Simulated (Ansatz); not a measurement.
## Electronic structure of BClH (SMILES [BH+]Cl) (charge +1, triplet) in real space

```xyz
3

B    -1.5868    1.4505   -1.0056
Cl   -2.6020    0.0563   -1.0871
H    -1.6303    1.5710   -2.2772
```

Geometry: B3LYP-D4/def2-TZVP.

These are results of isolated molecule in a Gaussian basis; Kohn-Sham density functional theory, functional PBE0 (Ansatz 0.2.0), not measurements.

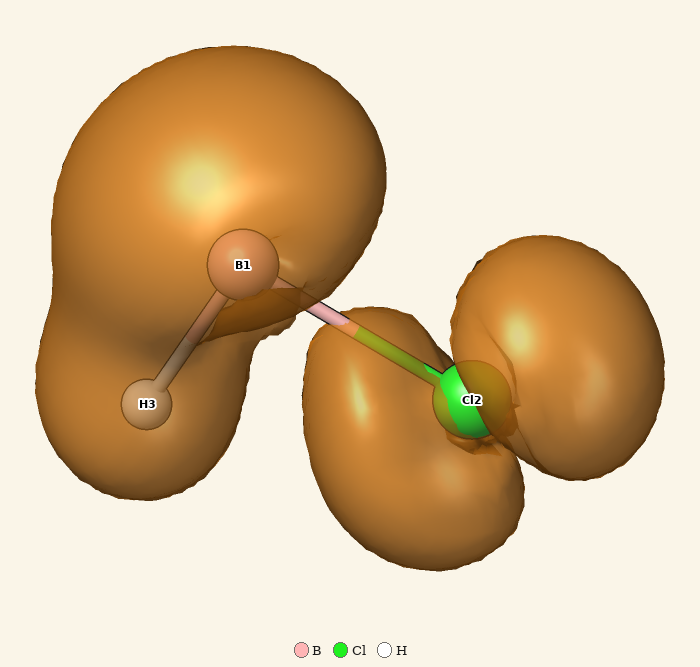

Figure 1. Isosurfaces of the spin density at +0.05 (orange) and −0.05 e/Å³ (purple), seen at an oblique angle.

Question: Describe the spin distribution.

Answer: The unpaired spin (2 electrons) lies mostly on B1 (about 1.1), Cl2 (about 0.7) and H3 (about 0.2), in electrons by Hirshfeld's partition. Only one sign reaches the isovalue.

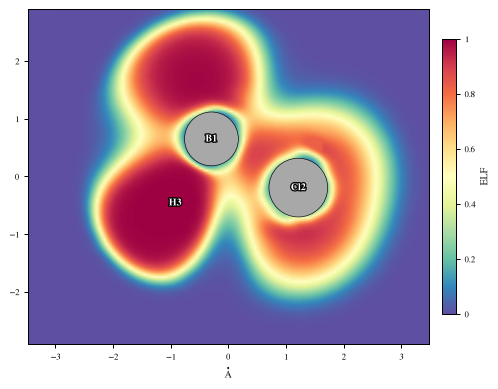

Figure 2. ELF on the molecular plane. Grey discs cover the atomic cores.

Question: What do the fields say about this system?

Answer: The plane passes through B, Cl and H nuclei.
B–Cl (1.73 Å): the ELF peaks at about 0.85 between the atoms (a polar covalent bond).
B–H (1.28 Å): the ELF climbs to about 1 towards the hydrogen, as it does in any bond to H.
The ELF also peaks beside Cl2 and B1, away from the bonds: non-bonding electrons, paired or unpaired.

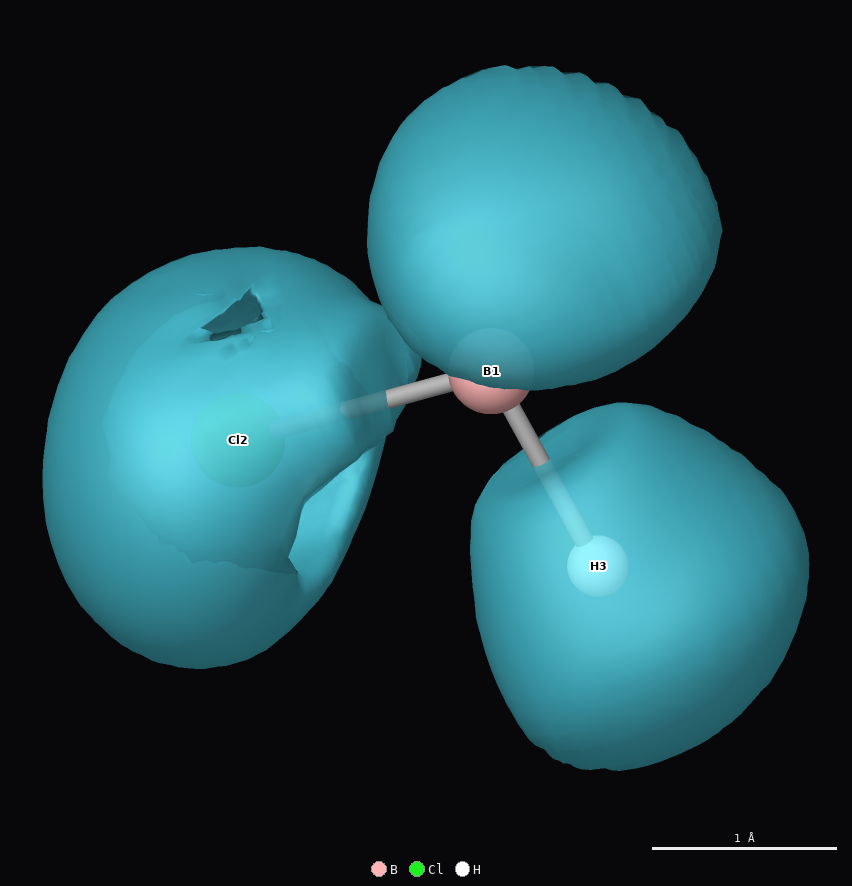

Figure 3. Isosurface of the ELF at 0.8 (cyan), seen at a tilt. Only the valence region is drawn (cores and ρ < 0.01 e/Å³ removed).

Question: Where are the electrons localised?

Answer: At this value the surface marks out one region around a hydrogen nucleus, one region on Cl in which the atom's valence shell and bonds are merged and one lobe on B, pointing away from the bonds (non-bonding electrons).
